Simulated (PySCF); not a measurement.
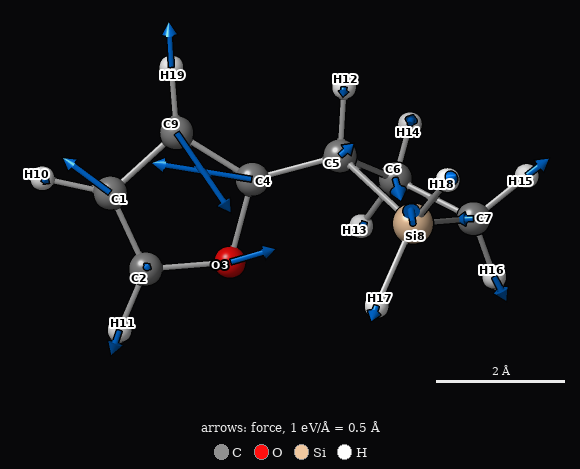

Starting geometry of C₇H₁₀OSi with the computed forces as blue arrows. Style: ball-and-stick. Shown face on.

The start comes from GFN2-xTB. Its atoms were then displaced at random by about 0.01 Å.

Theory: PBE0-D3(BJ)/def2-SVP geometry optimisation, gas phase (PySCF 2.14.0, density-fitted response routines). 

Q: What follows when this structure is relaxed?

A: It isn't relaxed: the largest force vector, on C4, is 3.28 eV/Å. The final displacements have little in common with the starting forces (cosine between the two patterns 0.07). Over 11 geometry steps the energy falls by 6.86 kcal/mol. The largest move after the best rigid fit is that of H16, 0.48 Å. By element the largest moves are H 0.48 Å, C 0.20 Å, O 0.12 Å, Si 0.07 Å. Among the contacts that change: C4–C9 1.407 → 1.368 Å, C9–H19 1.050 → 1.088 Å, C4–C5 1.436 → 1.471 Å, Si8–H18 1.463 → 1.497 Å. Among the angles between lasting bonds that change: C4–C5–Si8 118.2° → 124.2°, Si8–C5–H12 113.0° → 107.7°, C6–C5–Si8 90.0° → 86.0°. The run took 5.5 min on 1 thread of Arm Neoverse N1, on a shared host.
